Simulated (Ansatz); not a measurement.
The starting structures come from a database of crystals and need not be the phases stable at ambient conditions.

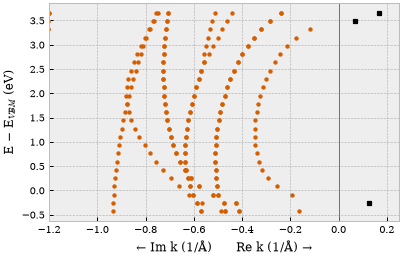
Fig. 1. Complex bands at the centre of the two-dimensional zone; r2SCAN run with Ansatz (an electronic-structure program)

The gap is the functional's own, uncorrected, and κ follows it; spin-orbit coupling is left out. Mid-gap values are interpolated between the computed energies.

**Question.** This is BaPb₂IF₅ (P4/nmm, not sure to be the ambient phase, 18 atoms a cell, 20.4 Å³ an atom) along the normal of (001). Read off the slowest decay at the centre of the two-dimensional zone at 1.78 eV, the computed energy nearest the middle of the gap.

**Answer.** κ ≈ 0.33 1/Å, a decay length 1/(2κ) of the density of 1.5 Å.
